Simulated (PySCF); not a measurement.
SMILES C[SiH](N[SiH2]C)C (C3H13NSi2) at its GFN2-xTB optimised geometry (Å):

```
19

Si     0.1045    -2.3141     0.0000
C     -0.5514    -3.1364     1.5768
N     -0.4757    -0.6823     0.0000
Si    -0.3701     0.5270    -1.2418
C      1.3271     0.3807    -2.0714
C     -0.6014     2.2190    -0.4096
H     -0.3823    -3.0207    -1.1930
H      1.5736    -2.3141     0.0000
H     -0.2089    -4.1639     1.6408
H     -1.6371    -3.1516     1.5995
H     -0.2090    -2.6219     2.4699
H     -1.0582    -0.4332     0.7832
H     -1.4300     0.3224    -2.2492
H      1.4531    -0.6063    -2.5040
H      2.1326     0.5312    -1.3592
H      1.4470     1.1100    -2.8663
H      0.1535     2.3993     0.3500
H     -1.5736     2.2955     0.0675
H     -0.5330     3.0207    -1.1375
```

Calculation: CAM-B3LYP/def2-SVP (PySCF). Cells within 0.4 Å of a nucleus heavier than hydrogen are left out (blank, or x).

Map of the electron localisation function on the plane z = 0.0 Å:

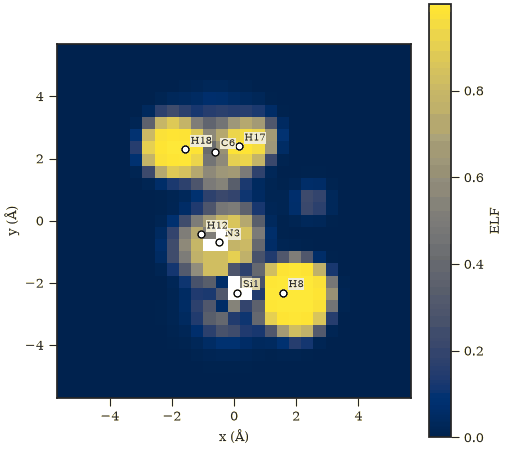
*Electron localisation function on the plane z = 0.0 Å.*
